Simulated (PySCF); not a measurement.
**C₅H₆FNSi: electronic excitations**

Aim: predict the electronic excitations of C₅H₆FNSi (`Fc1ccc([SiH3])nc1`).

The runs use PySCF 2.14.0, with density-fitted response routines of our own; the level of theory stands in each step. All values are computed, except where a source is named. Atoms count from 0, in the outputs and in this text.

### 1 The molecule as given

14 atoms, charge 0, multiplicity 1; geometry from: GFN2-xTB.

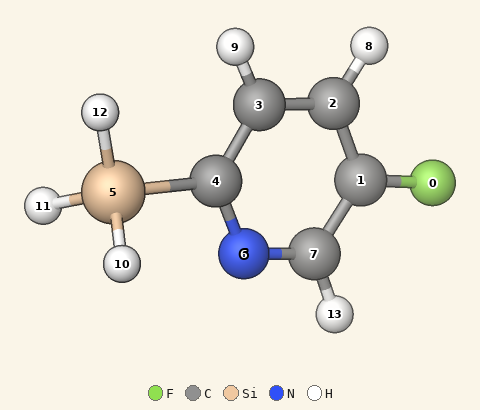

As it starts; fluorine green, carbon grey, silicon light orange, nitrogen blue, hydrogen white, atoms numbered; sticks join atoms by distance.

### 2 Excited states and response: PBE0/def2-SVPD

What the job is given:

```
{"job": {"kind": "uv", "xc": "PBE0", "basis": "def2-SVPD", "nstates": 8, "ntriplets": 3}, "charge": 0, "multiplicity": 1}
F     -3.386634     0.696873    -0.040514
C     -2.065119     0.432329    -0.028659
C     -1.588907    -0.679798     0.643255
C     -0.222118    -0.896859     0.620249
C      0.607965    -0.010647    -0.061854
Si     2.489919    -0.190007    -0.189591
N      0.115442     1.049815    -0.698142
C     -1.182574     1.274620    -0.688269
H     -2.269292    -1.340249     1.159543
H      0.202868    -1.748774     1.129025
H      3.104016     1.093519     0.133747
H      2.827022    -0.608048    -1.549739
H      2.903230    -1.222112     0.766544
H     -1.536498     2.148864    -1.217761
```

Level: TDDFT PBE0/def2-SVPD, vertical, gas phase, core orbitals frozen in the response.

On the command line:

```
OMP_NUM_THREADS=1 python probes_run.py task.json out
```

The driver reads the jobs from task.json and runs them one after another.

The program printed:

```text
coarse grid: 12928 points
cycle   1  E = -637.2474572439  dE =  1.226e+00  |g| = 4.475e-01  |ddm| = 8.880e+00
cycle   2  E = -637.2044300917  dE =  4.303e-02  |g| = 6.476e-01  |ddm| = 3.559e+00
cycle   3  E = -637.2876742107  dE = -8.324e-02  |g| = 9.903e-02  |ddm| = 2.463e+00
cycle   4  E = -637.2896202771  dE = -1.946e-03  |g| = 5.012e-02  |ddm| = 4.159e-01
cycle   5  E = -637.2902225305  dE = -6.023e-04  |g| = 1.061e-02  |ddm| = 2.136e-01
cycle   6  E = -637.2902465533  dE = -2.402e-05  |g| = 4.261e-03  |ddm| = 3.930e-02
cycle   7  E = -637.2902509133  dE = -4.360e-06  |g| = 1.180e-03  |ddm| = 1.261e-02
final grid: 122800 points
cycle   8  E = -637.3712446323  dE = -2.349e-05  |g| = 6.856e-03  |ddm| = 1.360e-01
cycle   9  E = -637.3712324282  dE =  1.220e-05  |g| = 1.038e-02  |ddm| = 5.372e-02
cycle  10  E = -637.3712554224  dE = -2.299e-05  |g| = 1.256e-03  |ddm| = 3.390e-02
cycle  11  E = -637.3712558008  dE = -3.784e-07  |g| = 3.755e-04  |ddm| = 5.825e-03
cycle  12  E = -637.3712558331  dE = -3.231e-08  |g| = 1.206e-04  |ddm| = 1.943e-03
cycle  13  E = -637.3712558360  dE = -2.881e-09  |g| = 2.651e-05  |ddm| = 3.307e-04
cycle  14  E = -637.3712558361  dE = -1.223e-10  |g| = 1.319e-05  |ddm| = 1.028e-04
converged SCF energy = -637.3712558361

Static polarisability (au): isotropic 90.530, principal 59.944 90.804 120.841

Singlet excitations
state   eV       nm        f      main configurations
  1   4.5434    272.9   0.00348   H->L 0.99
  2   5.0138    247.3   0.00009   H->L+1 0.99
  3   5.3826    230.3   0.06766   H-1->L 0.81, H-2->L+1 0.15
  4   6.1812    200.6   0.12408   H-1->L+1 0.73, H-2->L 0.22
  5   6.8817    180.2   0.00024   H-3->L 0.88, H-4->L 0.10
  6   6.9143    179.3   0.00813   H->L+2 0.96
  7   7.1183    174.2   0.00174   H-1->L+2 0.96
  8   7.1514    173.4   0.44350   H-2->L 0.67, H-1->L+1 0.21

Triplet excitations (Tamm-Dancoff, eV): 3.8308 4.1440 4.3569
```

Wall time 68 s (1 thread of Arm Neoverse N1, shared host); peak memory 0.81 GiB.

Frontier orbitals and where they lie:

| orbital | eV | atoms |
| --- | --- | --- |
| HOMO−3 | -9.77 | C4 24 %, Si5 23 %, N6 8 % |
| HOMO−2 | -8.76 | C2 28 %, N6 21 %, C3 20 % |
| HOMO−1 | -7.74 | C4 20 %, C1 19 %, C7 16 % |
| HOMO | -7.53 | N6 54 %, C4 13 %, C7 10 % |
| LUMO | -1.32 | N6 24 %, C2 22 %, C7 12 % |
| LUMO+1 | -0.87 | C3 22 %, C4 17 %, C1 16 % |
| LUMO+2 | 0.48 | Si5 35 %, C3 11 %, H9 9 % |

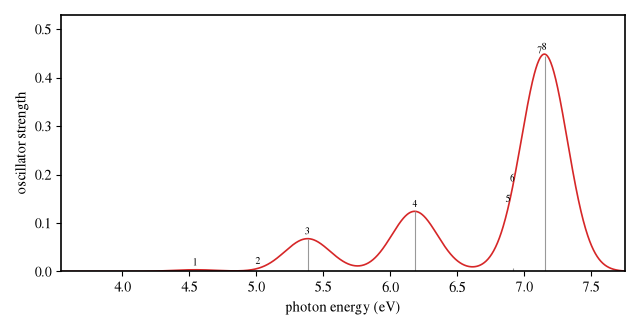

Absorption spectrum from the 8 singlet states computed; above the last one it falls off for lack of states. Lines are broadened to a width of 0.40 eV (Gaussian).

Ground-state properties from the same run:

```
           property  computed
  dipole moment (D)      1.75
polarisability (Å³)     13.42
 HOMO–LUMO gap (eV)      6.21
      −ε(HOMO) (eV)      7.53
```

### 3 Outcome

| quantity | value |
| --- | --- |
| lowest singlet (PBE0/def2-SVPD) | 4.54 eV (273 nm), f = 0.003 |
| brightest single state of those computed | state 8, 7.15 eV, f = 0.444 |
| lowest triplet | 3.83 eV |

**Reading.** The lowest singlet, at 4.54 eV, is HOMO→LUMO 0.99 and is weak; of the 8 states computed, the strongest absorption comes from state 8 at 7.15 eV (the last computed, so partners may be missing). The lowest triplet lies 0.71 eV below the lowest singlet (triplets in Tamm-Dancoff, singlets in full TDDFT).
